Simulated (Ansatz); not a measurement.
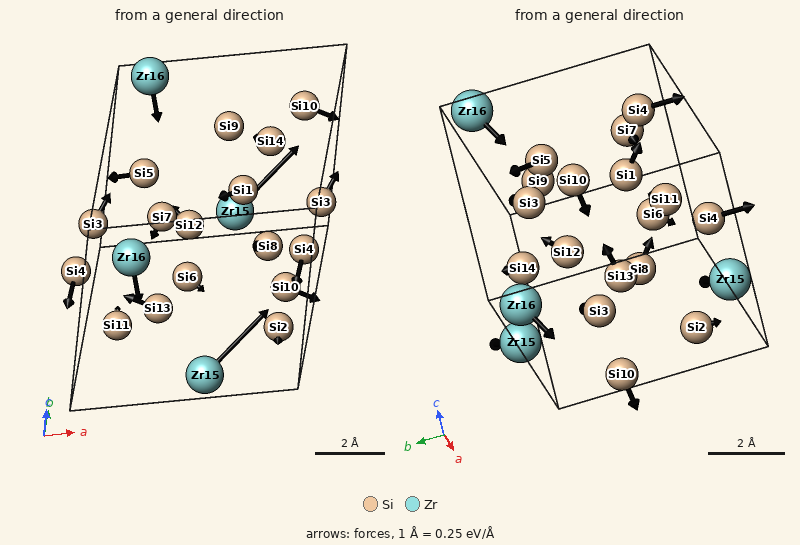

Spheres-only drawing of the structure, looking from two general directions. The simulation cell is outlined; an atom on or near a face, edge or corner is repeated at each equivalent position. The arrows are the computed forces on the atoms.

System: ZrSi$_{7}$. The numbers come from DFT PBE, scalar-relativistic, plane waves, PAW in Ansatz, using 420 eV cutoff, a 5×6×5 k-point grid, Gaussian smearing of 0.1 eV, no spin polarisation.

> Are the forces small enough to call this converged?

No. The atoms still feel forces of up to about 0.54 eV/Å, far above a usual threshold of 0.01 to 0.03 eV/Å.

> Which atom is furthest from force balance?

Zr15, about 0.54 eV/Å.

The cell started as a structure type filled with these elements by a generator (whether the compound takes this form wasn't checked). Earlier steps of the study may have refined or changed the cell and positions. A calculation with Ansatz used it as input.
